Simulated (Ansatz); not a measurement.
# SiNH4F (SMILES N[SiH2]F): HSE06/aug-cc-pVDZ

Aim: the electronic atomisation energy of SiNH4F at HSE06/aug-cc-pVDZ, from 5 runs. 

The results are computed with Ansatz 0.2.0.

67 further runs of the same task are left out: 67 set aside as unsound or not needed.

## Step 1: The molecule

SiNH4F: 7 atoms, total charge 0, spin state singlet. SMILES: `N[SiH2]F`. The shape is that of a PBE0-D4/def2-TZVP optimisation. This is one conformer, not always the lowest.

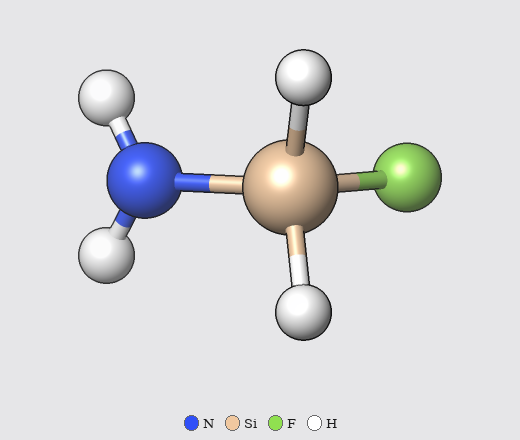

The structure, seen from a chosen angle (nitrogen blue, silicon light orange, fluorine green, hydrogen white).

## Step 2: The energy at HSE06/aug-cc-pVDZ

Input file in.yaml:

```yaml
basis:
  gaussian: {orbitals: aug-cc-pVDZ}
crystal:
  periodic: [false, false, false]
  atoms:
    - {symbol: N, position_ang: [-0.761500, 0.339000, -0.625200]}
    - {symbol: Si, position_ang: [0.531100, -0.115700, 0.373400]}
    - {symbol: F, position_ang: [0.515100, -1.653900, 0.829800]}
    - {symbol: H, position_ang: [-0.786600, 0.105100, -1.603600]}
    - {symbol: H, position_ang: [-1.682200, 0.513500, -0.258400]}
    - {symbol: H, position_ang: [0.455900, 0.676200, 1.620700]}
    - {symbol: H, position_ang: [1.789400, 0.068000, -0.382300]}
magnetization: {spin_polarized: false, initial_magnetization: 0}
hamiltonian: {xc: {name: HSE06}}
accuracy: high
output: {orbitals: {seedname: orbitals}}
```

Launch:

```
ansatz run in.yaml --threads 1 --pin off --max-ram 3480MiB --events-out events.jsonl --progress --plain --runs-dir runs
```

What it wrote:

```text
Warning: RAYON_NUM_THREADS=1 ignored (pool sized by the plan → 1); use --threads N
Functional definition: HSE06
  name "HSE06"
  parameter a = 0.25
  parameter omega = 0.11/bohr
  exchange = pbe_x - a*pbe_x_sr(omega) + a*exact_x_sr(omega)
  correlation = pbe_c
2219 factors; integrals over basis functions are off by at most 3.5e-9 eV
135 factors; integrals over basis functions are off by at most 1.9e-9 eV
mean field evaluation 1: about -12136.6007 eV, gradient 6.4e1 eV
mean field evaluation 2: about -12123.1128 eV, gradient 9.6e1 eV
mean field evaluation 4: about -12144.1793 eV, gradient 5.2e0 eV
mean field evaluation 8: about -12144.2945 eV, gradient 1.5e-1 eV
mean field evaluation 16: about -12144.2945 eV, gradient 2.1e-6 eV
mean field -12144.29451310 eV, -446.2945916581 hartree, gradient 6.4e-8 eV, S^2 0.000000; 0 other end points of the search recorded, 0 dependent functions left out
reference -12144.29452243 eV, -446.2945920007 hartree; 17, 17 occupied and 92, 92 virtual orbitals, 2219 factors
Total energy: -12144.29452243 eV, -446.2945920007 hartree
```

It took 5.4 s on 1 thread of Intel Xeon 6975P-C (Granite Rapids), shared host; peak memory 0.4 GiB.

## Step 3: The F atom at the same level

Input file input.yaml:

```yaml
crystal:
  periodic: [false, false, false]
  atoms:
    - symbol: F
      position_ang: [0.000000, 0.000000, 0.000000]
basis:
  gaussian:
    orbitals: aug-cc-pVDZ
magnetization:
  spin_polarized: true
  initial_magnetization: 1
hamiltonian:
  xc: hse06
accuracy: high
```

Run the same way, it converges to -99.64249 Eh (log not shown).

## Step 4: The H atom

Input file in.yaml:

```yaml
crystal:
  periodic: [false, false, false]
  atoms:
    - {symbol: H, position_ang: [0.000000, 0.000000, 0.000000]}
basis:
  gaussian: {orbitals: aug-cc-pVDZ}
magnetization: {spin_polarized: true, initial_magnetization: 1}
hamiltonian: {xc: {name: HSE06}}
accuracy: high
```

Run the same way, it converges to -0.50035 Eh (log not shown).

## Step 5: The N atom at the same level

Input file job.yaml:

```yaml
crystal:
  periodic: [false, false, false]
  atoms:
    - {symbol: "N", position_ang: [0.000000, 0.000000, 0.000000]}
basis:
  gaussian: {orbitals: aug-cc-pVDZ}
accuracy: high
magnetization: {spin_polarized: true, initial_magnetization: 3}
hamiltonian: {xc: hse06}
```

Run the same way, it converges to -54.53179 Eh (log not shown).

## Step 6: The Si atom at the same level

Input file run.yaml:

```yaml
crystal:
  periodic: [false, false, false]
  atoms:
    - {symbol: Si, position_ang: [0.000000, 0.000000, 0.000000]}
basis:
  gaussian:
    orbitals: aug-cc-pVDZ
total_charge: 0
magnetization:
  spin_polarized: true
  initial_magnetization: 2
hamiltonian:
  xc: {name: HSE06}
accuracy: high
```

Run the same way, it converges to -289.24174 Eh (log not shown).

## Step 7: Results

At HSE06/aug-cc-pVDZ:

| quantity | value |
| --- | --- |
| molecule: total energy | -446.29459 Eh |
| molecule: HOMO energy | -7.75 eV |
| molecule: LUMO energy | -0.57 eV |
| molecule: HOMO–LUMO gap | 7.18 eV |
| F atom: total energy | -99.64249 Eh |
| F atom: ⟨S²⟩ | 0.752 |
| H atom: total energy | -0.50035 Eh |
| H atom: ⟨S²⟩ | 0.750 |
| N atom: total energy | -54.53179 Eh |
| N atom: ⟨S²⟩ | 3.753 |
| Si atom: total energy | -289.24174 Eh |
| Si atom: ⟨S²⟩ | 2.005 |
| electronic atomisation energy | 23.869 eV |

In words: Taking the molecule apart into free atoms costs 23.87 eV (2303 kJ/mol), before zero-point energy and without spin-orbit coupling.
